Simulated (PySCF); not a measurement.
System: C$_{6}$H$_{21}$N$_{3}$OSi$_{2}$.

Input file:

```
{"job": {"kind": "nmr", "xc": "PBE0", "basis": "pcSseg-1"}, "charge": 0, "multiplicity": 1}
Si    -0.104651     0.030137     0.220911
N      0.158007     0.946101    -1.220142
C      1.405723     1.627480    -1.451327
C     -0.890601     1.293955    -2.141347
N     -1.678158    -0.668042     0.247524
C     -1.947695    -1.921707    -0.403422
C     -2.834574    -0.002013     0.785158
N      1.173847    -1.120907     0.335949
C      1.856384    -1.686923    -0.796887
C      1.502273    -1.734811     1.597092
O     -0.047723     0.983584     1.591856
Si     0.832116     2.248170     2.192488
H      2.165403     1.298066    -0.725633
H      1.307993     2.728168    -1.361553
H      1.805547     1.417508    -2.462595
H     -1.136387     2.374711    -2.113405
H     -1.806094     0.734608    -1.902313
H     -0.609839     1.052387    -3.185073
H     -1.008217    -2.403459    -0.713211
H     -2.582008    -1.808612    -1.306547
H     -2.470425    -2.623767     0.274832
H     -3.561913     0.289644    -0.000239
H     -3.373770    -0.651437     1.501464
H     -2.532762     0.905572     1.325551
H      2.954068    -1.556652    -0.721937
H      1.520886    -1.201504    -1.724181
H      1.666455    -2.774940    -0.895412
H      2.582826    -1.646022     1.822296
H      1.251503    -2.814269     1.615006
H      0.951965    -1.248869     2.415387
H      0.521781     3.512173     1.455803
H      2.300282     1.982113     2.076685
H      0.483438     2.427765     3.631532
```

Command:

```sh
OMP_NUM_THREADS=2 python probes_run.py task.json out
```

Geometry: PBE0-D3(BJ)/def2-SVP.

Theory: PySCF, PBE0/pcSseg-1, SCF density, gas phase, non-relativistic.

Question: What can the converged electron density and electron localisation function tell about the bonding?

Answer: C–N (1.44 Å): the density is about 1.9 e/Å³ at the midpoint; the ELF peaks at about 0.90 between the atoms (a covalent bond).
Si–N (1.72 Å): ρ is about 1.1 e/Å³ halfway; the ELF peaks at about 0.90 between the atoms (a polar covalent bond).
C–H (1.11 Å): ρ is about 1.9 e/Å³ halfway; the ELF climbs to about 1 towards the hydrogen, as it does in any bond to H: a covalent bond by its length.

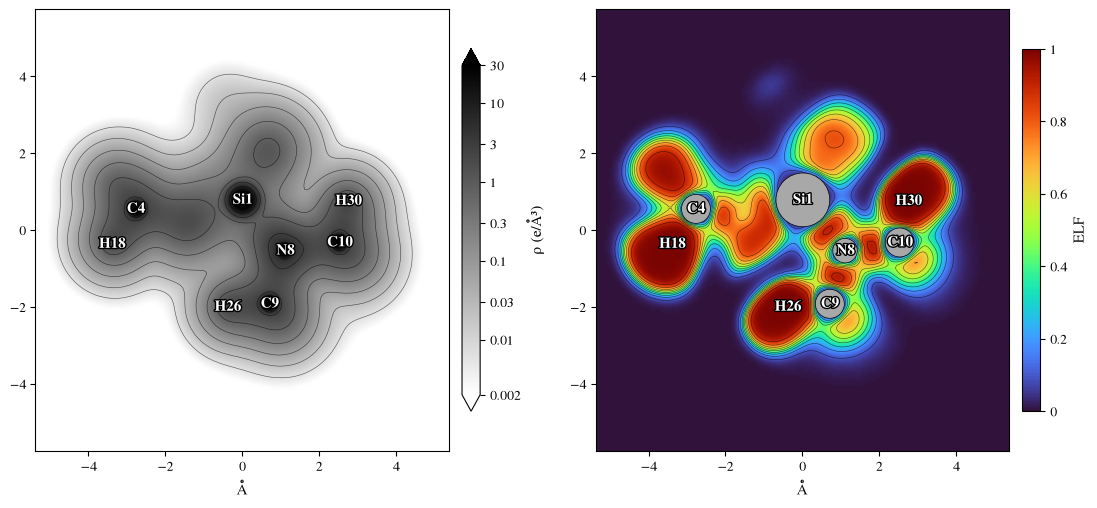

Computed electron density and electron localisation function on the plane of atoms N8, C9 and H26, in this order. Grey discs cover the atomic cores in the ELF map. 
